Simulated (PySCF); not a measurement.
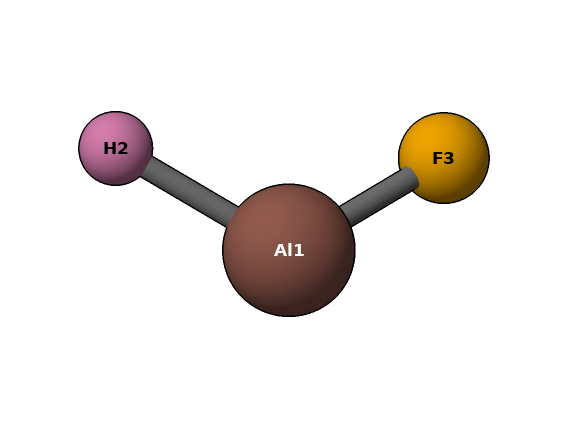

Every bond is drawn as one stick. Charge 0, doublet. The geometry was computed by an optimisation with PBE0/def2-TZVP. Method: PBE0/def2-TZVP (PySCF 2.14.0).

List the Mayer bond orders of Al1–H2, Al1–F3.

```csv
bond,Mayer order,length (Å)
Al1–H2,0.91,1.607
Al1–F3,1.08,1.656
```
